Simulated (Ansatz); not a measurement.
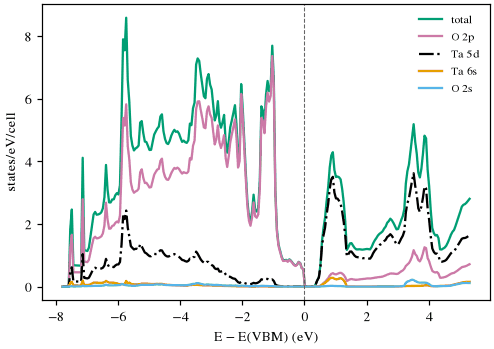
Figure. Total and projected density of states of Ta₂O₅ in space group Pmmm (No. 47; Pearson symbol oP7), plane-wave PAW PBEsol (Ansatz code)

Question: Which orbitals carry the states next to the gap?

Answer: Top 1 eV of the valence band: O 2p 97 %. Bottom 1 eV of the conduction band: Ta 5d 81 %, O 2p 10 %, Ta 6s 7 %. Projections are on Löwdin-orthogonalised atomic valence shells; empty p or d shells of many metals are not among them.

Question: Where is the tallest occupied peak in this window, and what makes it?

Answer: Near -5.7 eV, about 8.6 states/eV per cell; the largest projected share is O 2p.

The first step of the workflow began from a Materials Project structure, measured or hypothetical; the Crystallography Open Database copy checked does not list it. COD files the formula under space group No. 49, so this cell is another polymorph or a model. Its standing as an ambient phase is unchecked. The cell was relaxed with PBEsol under the symmetry of its start. At this level the phase is dynamically unstable (imaginary phonons). The run is not spin-polarised. Spin–orbit coupling is left out wherever it is not named.

Potentials: the later of the program's two PAW sets.
